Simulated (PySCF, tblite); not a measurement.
# C5H10Si: geometry, infrared bands and NMR shifts

What infrared bands and NMR shifts should C5H10Si (`C=CC1C[SiH2]C1`) show?

Computed with tblite 0.8.0 and PySCF 2.14.0, with density-fitted response routines of our own, on a single molecule in the gas phase. Atoms are numbered from 0 throughout.

### 1 The molecule as given

16 atoms, charge 0, multiplicity 1; geometry from: force field or distance geometry start.

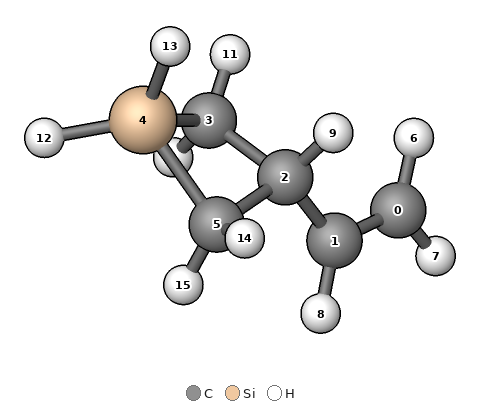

As it starts; carbon grey, silicon light orange, hydrogen white, atoms numbered.

### 2 Geometry optimisation with GFN2-xTB

What the job is given:

```
{"job": {"kind": "relax", "xc": "GFN2-xTB", "basis": "xTB"}, "charge": 0, "multiplicity": 1}
C      2.485800     0.758400    -0.105800
C      1.581900    -0.215900     0.070100
C      0.181800     0.104500     0.418900
C     -0.674200     0.625800    -0.818400
Si    -2.196000    -0.167400     0.007200
C     -0.733200    -1.156100     0.675200
H      2.203700     1.811600    -0.025400
H      3.516500     0.537100    -0.343500
H      1.893300    -1.263600    -0.007100
H      0.142200     0.807400     1.272600
H     -0.432600     0.156600    -1.774700
H     -0.718600     1.701200    -0.923300
H     -3.092500    -0.912800    -0.911100
H     -2.845000     0.701100     1.009800
H     -0.815700    -1.446800     1.727200
H     -0.505000    -2.032100     0.076000
```

Launch:

```console
> OMP_NUM_THREADS=1 python probes_run.py task.json out
```

The driver reads the jobs from task.json and runs them one after another.

**Question.** This job is followed by: GFN2-xTB harmonic vibrations, gas phase; GIAO PBE0/pcSseg-1 NMR shielding, non-relativistic, gas phase. Predict these results of the whole session: strongest single infrared mode (GFN2-xTB); zero-point energy (GFN2-xTB); 13C shifts against TMS (PBE0/pcSseg-1, means over atoms taken as alike); 1H shifts against TMS (PBE0/pcSseg-1, means over atoms taken as alike); 29Si shifts against TMS (PBE0/pcSseg-1).

As calculated:

| quantity | value |
| --- | --- |
| strongest single infrared mode (GFN2-xTB) | 2252 cm⁻¹, 488 km/mol |
| zero-point energy (GFN2-xTB) | 81.1 kcal/mol |
| 13C shifts against TMS (PBE0/pcSseg-1, means over atoms taken as alike) | 155.4, 115.2, 42.2, 16.8 ppm |
| 1H shifts against TMS (PBE0/pcSseg-1, means over atoms taken as alike) | 6.37, 5.12, 5.05, 4.87, 4.74, 3.02, 1.98, 1.14 ppm |
| 29Si shifts against TMS (PBE0/pcSseg-1) | -39.8 ppm |

**Reading.** Relaxing lowered the energy by 0.361 eV in 80 steps; the close pair that moved most is C2–C3, from 1.592 to 1.552 Å. No mode is imaginary among the 42: a minimum at this level. The strongest single mode, at 2252 cm⁻¹, moves mainly H12. GFN2-xTB is a fitted tight-binding method: band positions and strengths are rough. Its intensities can rank the bands wrongly. The most deshielded carbon is C1 (alkene CH), at 155.4 ppm: the olefinic region. The most deshielded hydrogen is H8 (hydrogen on an alkene CH), at 6.37 ppm: a vinylic proton, deshielded by the sp2 carbon and the C=C anisotropy. At PBE0/pcSseg-1: Shielding is most anisotropic at C1 (span 242 ppm, paramagnetic term -225 ppm).
